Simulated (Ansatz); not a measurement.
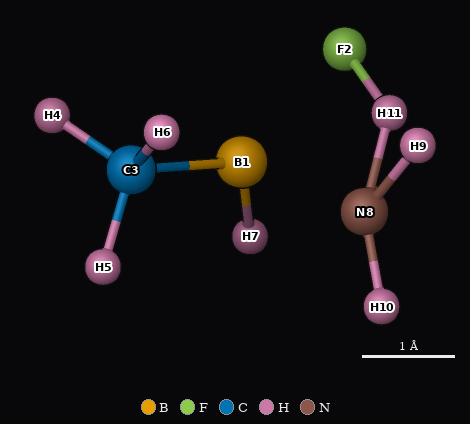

Figure 1. The structure as given in the input (ball-and-stick view, seen at a tilt; atoms are numbered from 1 in the order of the input). Bond lengths as drawn: B–C 1.60 Å, B–H 1.19 Å, C–H 1.11 Å, F–H 1.08 Å and H–N 1.06 to 1.17 Å.

## Geometry relaxation of CH7BFN (part 1 of 2)

System: CH7BFN.
Method: RKS B3LYP-D4/6-31G* (Ansatz 0.2.0).

The input holds or restrains some coordinates. Forces given for the steps count only the free coordinates. It belongs to a series of runs on one base structure; here: pulled along the bonds that form and break, towards end A. Figures and captions count atoms from 1; the log counts them from 0 in places.

The program's output:
```
The last accepted step is kept in [file] (removed where the run ends without a failure and the disk answers)
Engine: ansatz 0.2.0, aarch64-unknown-linux-gnu
Functional definition: B3LYP
  parameter a0 = 0.2
  parameter ax = 0.72
  parameter ac = 0.81
  exchange = (1 - a0 - ax)*slater_x + ax*b88_x + a0*exact_x
  correlation = (1 - ac)*vwn_rpa_c + ac*lyp_c
869 factors; integrals over basis functions are off by at most 4.0e-4 eV
mean field evaluation 1: about -6022.3482 eV, gradient 6.5e1 eV
mean field evaluation 2: about -6013.5969 eV, gradient 8.7e1 eV
mean field evaluation 4: about -6030.9088 eV, gradient 4.3e0 eV
mean field evaluation 8: about -6030.9520 eV, gradient 6.9e-2 eV
mean field -6030.95203860 eV, -221.6333994925 hartree, gradient 2.9e-5 eV, S^2 0.000000; 0 other end points of the search recorded, 0 dependent functions left out
the calculation of the forces begins
reference -6030.95222163 eV, -221.6334062187 hartree; 17, 17 occupied and 57, 57 virtual orbitals, 869 factors
relax step   1: F+E_penalty+E_count = -6031.19369875 eV  Δ(F+E_penalty+E_count) = +0.000e0 eV  max|allowed force component| = 5.128e0 eV/Å  E_restraint = 30.31624550 eV  max|allowed force component, restraints' pulls added| = 3.583e1 eV/Å  Δτ_max = 0.0000 Å  (24 SCF iters, accepted)
  distance B 0 - N 7 = 1.8500 Å
  distance H 10 - F 1 = 1.0824 Å
  distance B 0 - F 1 = 1.6700 Å
  distance H 10 - N 7 = 1.1697 Å
these checks for a lower state are left out or cut short: starts, cluster_reference, orbital_swaps, neighbouring_geometries, increment
869 factors; integrals over basis functions are off by at most 7.9e-4 eV
mean field evaluation 16: about -6030.2833 eV, gradient 1.5e1 eV
mean field -6031.32515785 eV, -221.6471113720 hartree, gradient 4.0e-5 eV, S^2 0.000000; 0 other end points of the search recorded, 0 dependent functions left out
[... from here on the field's lines of each further geometry are left out, up to the last ...]
relax step   2: F+E_penalty+E_count = -6031.56305196 eV  Δ(F+E_penalty+E_count) = -3.694e-1 eV  max|allowed force component| = 4.499e0 eV/Å  E_restraint = 15.54104439 eV  max|allowed force component, restraints' pulls added| = 2.415e1 eV/Å  Δτ_max = 0.1947 Å  (30 SCF iters, accepted)
relax step   3: F+E_penalty+E_count = -6032.18352115 eV  Δ(F+E_penalty+E_count) = -6.205e-1 eV  max|allowed force component| = 5.449e0 eV/Å  E_restraint = 5.60575489 eV  max|allowed force component, restraints' pulls added| = 1.405e1 eV/Å  Δτ_max = 0.1949 Å  (30 SCF iters, accepted)
relax step   4: F+E_penalty+E_count = -6033.43180852 eV  Δ(F+E_penalty+E_count) = -1.248e0 eV  max|allowed force component| = 4.463e0 eV/Å  E_restraint = 1.04414772 eV  max|allowed force component, restraints' pulls added| = 5.519e0 eV/Å  Δτ_max = 0.1949 Å  (29 SCF iters, accepted)
relax step   5: F+E_penalty+E_count = -6034.86606005 eV  Δ(F+E_penalty+E_count) = -1.434e0 eV  max|allowed force component| = 4.290e0 eV/Å  E_restraint = 0.09177584 eV  max|allowed force component, restraints' pulls added| = 4.339e0 eV/Å  Δτ_max = 0.1950 Å  (27 SCF iters, accepted)
relax step   6: F+E_penalty+E_count = -6035.68872953 eV  Δ(F+E_penalty+E_count) = -8.227e-1 eV  max|allowed force component| = 2.507e0 eV/Å  E_restraint = 0.01941126 eV  max|allowed force component, restraints' pulls added| = 2.031e0 eV/Å  Δτ_max = 0.1964 Å  (27 SCF iters, accepted)
relax step   7: F+E_penalty+E_count = -6035.89567335 eV  Δ(F+E_penalty+E_count) = -2.069e-1 eV  max|allowed force component| = 1.723e0 eV/Å  E_restraint = 0.02198321 eV  max|allowed force component, restraints' pulls added| = 8.431e-1 eV/Å  Δτ_max = 0.2000 Å  (26 SCF iters, accepted)
relax step   8: F+E_penalty+E_count = -6036.05886076 eV  Δ(F+E_penalty+E_count) = -1.632e-1 eV  max|allowed force component| = 1.213e0 eV/Å  E_restraint = 0.03023227 eV  max|allowed force component, restraints' pulls added| = 9.506e-1 eV/Å  Δτ_max = 0.1946 Å  (26 SCF iters, accepted)
relax step   9: F+E_penalty+E_count = -6036.13016558 eV  Δ(F+E_penalty+E_count) = -7.130e-2 eV  max|allowed force component| = 1.324e0 eV/Å  E_restraint = 0.01958876 eV  max|allowed force component, restraints' pulls added| = 1.108e0 eV/Å  Δτ_max = 0.1947 Å  (26 SCF iters, accepted)
relax step  10: F+E_penalty+E_count = -6036.17104624 eV  Δ(F+E_penalty+E_count) = -4.088e-2 eV  max|allowed force component| = 7.221e-1 eV/Å  E_restraint = 0.01371438 eV  max|allowed force component, restraints' pulls added| = 1.898e-1 eV/Å  Δτ_max = 0.2000 Å  (26 SCF iters, accepted)
relax step  11: F+E_penalty+E_count = -6036.17753899 eV  Δ(F+E_penalty+E_count) = -6.493e-3 eV  max|allowed force component| = 6.820e-1 eV/Å  E_restraint = 0.01449890 eV  max|allowed force component, restraints' pulls added| = 2.777e-1 eV/Å  Δτ_max = 0.1058 Å  (23 SCF iters, accepted)
the calculation of the forces begins
reference -6035.97302461 eV, -221.8179173250 hartree; 17, 17 occupied and 57, 57 virtual orbitals, 869 factors
relax step  12: F+E_penalty+E_count = -6036.18300103 eV  Δ(F+E_penalty+E_count) = -5.462e-3 eV  max|allowed force component| = 7.194e-1 eV/Å  E_restraint = 0.01417410 eV  max|allowed force component, restraints' pulls added| = 7.145e-2 eV/Å  Δτ_max = 0.0731 Å  (23 SCF iters, accepted)
  distance B 0 - N 7 = 2.7431 Å
  distance H 10 - F 1 = 2.1267 Å
  distance B 0 - F 1 = 1.3360 Å
  distance H 10 - N 7 = 1.0356 Å
869 factors; integrals over basis functions are off by at most 8.7e-4 eV
mean field evaluation 96: about -6035.9728 eV, gradient 9.3e-2 eV
```

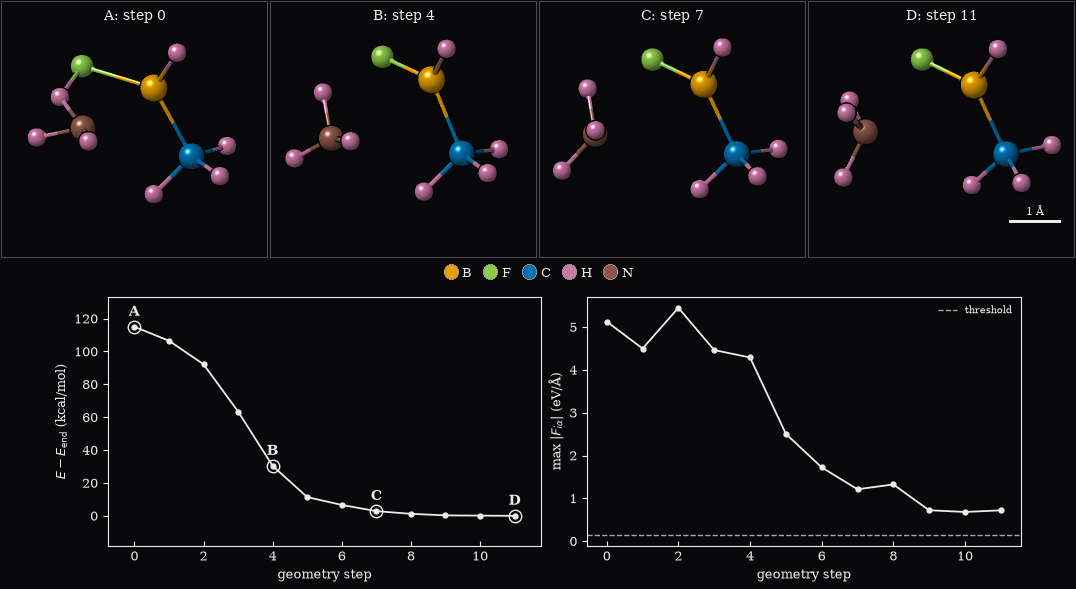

Figure 2. Frames of the restrained relaxation (ball-and-stick view, seen at an oblique angle) above the curves, on which the letters mark them (the first geometry is step 0 here and step 1 in the log).

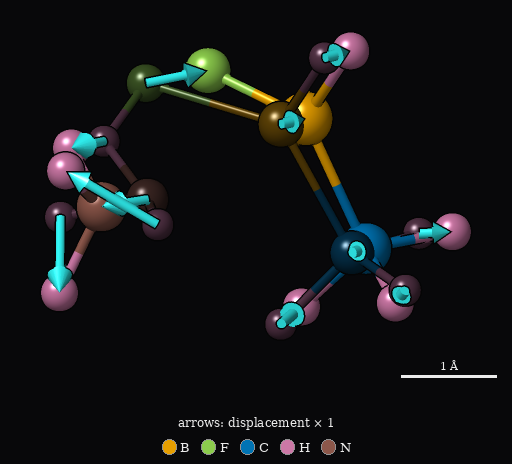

Figure 3. Start (faint) and end (solid) with the displacements as teal arrows, at true length (ball-and-stick view, seen at an oblique angle). The two geometries are laid on each other by the best rigid fit. The atom that moves furthest after the best rigid fit is H10 (1.13 Å). Largest moves by element: H 1.13 Å, F 0.68 Å, N 0.58 Å, B 0.34 Å, C 0.28 Å. Distances before and after: F2–H11 1.082 → 2.127 Å, B1–F2 1.670 → 1.336 Å, N8–H11 1.170 → 1.036 Å, N8–H10 1.060 → 1.016 Å. Bonds break: F2–H11 (1.08 → 2.13 Å). Among the angles that change: H9–N8–H11 52.9° → 106.9°, H10–N8–H11 154.2° → 107.4°, H9–N8–H10 120.0° → 107.1°. After 11 geometry steps the energy has fallen by 115.1 kcal/mol. The largest force component goes from 5.1 to 0.72 eV/Å. (Atoms are counted from 1 in the order of the input.)

```
mean field -6035.97282772 eV, -221.8179100892 hartree, gradient 6.9e-5 eV, S^2 0.000000; 1 other end points of the search recorded, 0 dependent functions left out
the calculation of the forces begins
reference -6035.97302461 eV, -221.8179173250 hartree; 17, 17 occupied and 57, 57 virtual orbitals, 869 factors
Total energy: -6036.18319793 eV, -221.8256410519 hartree
Atom 0 at     0.069789    -0.307788    -0.117021 Å, force     0.094297     0.290259    -0.360452 eV/Å
Atom 1 at    -0.040054    -0.494430     1.201337 Å, force    -0.045666    -0.286508     0.424952 eV/Å
Atom 2 at     1.483676    -0.276787    -0.790525 Å, force     0.005954    -0.003036    -0.006263 eV/Å
Atom 3 at     1.703318    -1.255401    -1.247123 Å, force    -0.019431     0.028078     0.022582 eV/Å
Atom 4 at     1.508121     0.456612    -1.603900 Å, force     0.004352     0.006056    -0.012795 eV/Å
Atom 5 at     2.289840    -0.049509    -0.084070 Å, force     0.005093    -0.021861    -0.003946 eV/Å
Atom 6 at    -0.956380    -0.309287    -0.735069 Å, force    -0.038631    -0.003777    -0.010880 eV/Å
Atom 7 at    -0.032485     2.266079     0.826100 Å, force    -0.014216    -0.719433     0.444645 eV/Å
Atom 8 at     0.785851     2.828959     1.048834 Å, force     0.016205     0.017002    -0.006784 eV/Å
Atom 9 at    -0.835585     2.888859     0.836568 Å, force    -0.071454     0.042801     0.004907 eV/Å
Atom 10 at    -0.154491     1.591093     1.601969 Å, force     0.063497     0.650419    -0.495968 eV/Å
Dipole moment:     0.062686     0.339638     0.176433 e Å
```

Trajectory as extended XYZ (Å, eV, eV/Å), 12 frames, from step=1 to step=12:
```
11
Properties=species:S:1:pos:R:3:forces:R:3 step=1 energy=-6031.19370
B     0.0000    0.0000    0.0000    1.4309   5.1282   0.5321
F     0.0000    0.0000    1.6700    0.2243  -4.9887   0.6714
C     1.3856    0.0000   -0.8000    0.1415  -1.6849   0.9910
H     1.7152   -1.0462   -0.9702    0.3059   0.3720  -0.3790
H     1.2491    0.5080   -1.7774   -0.0779  -0.2585   0.4936
H     2.1552    0.5381   -0.2082   -0.2726  -0.3762  -0.4478
H    -1.0305    0.0000   -0.5950   -0.4319  -0.9402   0.7088
N     0.0829    1.7537    0.5833   -0.0870   2.1200  -2.7534
H     0.4765    1.9752    1.5423    1.5700   3.1184  -1.8560
H    -0.2631    2.5370   -0.0414    0.3455  -0.8527   2.2019
H     0.0507    1.0726    1.5337   -3.1487  -1.6372  -0.1627
11
Properties=species:S:1:pos:R:3:forces:R:3 step=2 energy=-6031.56305
B     0.0054   -0.1274    0.0178    1.1121   3.9224   1.3584
F    -0.0020   -0.1832    1.6041    0.1575  -2.0608  -1.8472
C     1.3851   -0.0200   -0.7900   -0.2162  -0.9984   0.6687
H     1.7243   -1.0474   -0.9778    0.5043   0.0062  -0.3960
H     1.2461    0.5022   -1.7663   -0.1261  -0.4086   0.6343
H     2.1515    0.5320   -0.2117   -0.2927  -0.4438  -0.2578
H    -1.0327   -0.0173   -0.5824   -0.1334  -0.9169   0.7427
N     0.0928    1.9004    0.6223    1.2872  -2.9890   1.0484
H     0.5071    2.0419    1.5431    2.7225   4.4995  -0.5310
H    -0.2698    2.5718   -0.0251   -0.9098   0.8605   1.2889
H     0.0137    1.1854    1.5032   -4.1054  -1.4711  -2.7095
11
Properties=species:S:1:pos:R:3:forces:R:3 step=3 energy=-6032.18352
B     0.0100   -0.2522    0.0459    0.7826   3.3361   1.0693
F     0.0069   -0.3556    1.5137   -0.0106  -1.3799  -2.4967
C     1.3795   -0.0310   -0.7818   -0.4265  -0.8441   0.5327
H     1.7309   -1.0480   -0.9822    0.6509  -0.1431  -0.4291
H     1.2436    0.4966   -1.7583   -0.2295  -0.4715   0.7097
H     2.1473    0.5260   -0.2133   -0.3193  -0.4665  -0.1117
H    -1.0301   -0.0281   -0.5710    0.1751  -1.0700   0.8462
N     0.1146    2.0052    0.6770    1.5306  -3.5526   1.5302
H     0.5518    2.1079    1.5516    3.9051   5.4493   0.5352
H    -0.2840    2.5880   -0.0120   -1.2494   1.0381   0.8328
H    -0.0489    1.3296    1.4676   -4.8091  -1.8957  -3.0185
11
Properties=species:S:1:pos:R:3:forces:R:3 step=4 energy=-6033.43181
B     0.0147   -0.3481    0.0582    0.6563   3.3414  -0.8286
F     0.0256   -0.5188    1.4089   -0.1337  -1.0096  -0.7361
C     1.3724   -0.0490   -0.7738   -0.4113  -0.7901   0.3657
H     1.7463   -1.0536   -0.9914    0.6842  -0.1840  -0.4191
H     1.2365    0.4854   -1.7439   -0.2975  -0.4567   0.6412
H     2.1392    0.5142   -0.2128   -0.3248  -0.4547   0.0156
H    -1.0254   -0.0544   -0.5534    0.2230  -1.1404   0.7962
N     0.1403    2.1032    0.7326    0.8790  -3.2017   1.5759
H     0.6359    2.2140    1.5718    3.2784   4.4634   0.0741
H    -0.3024    2.6098   -0.0011   -0.6537   0.7939   0.9196
H    -0.1617    1.4357    1.4420   -3.9001  -1.3613  -2.4045
```
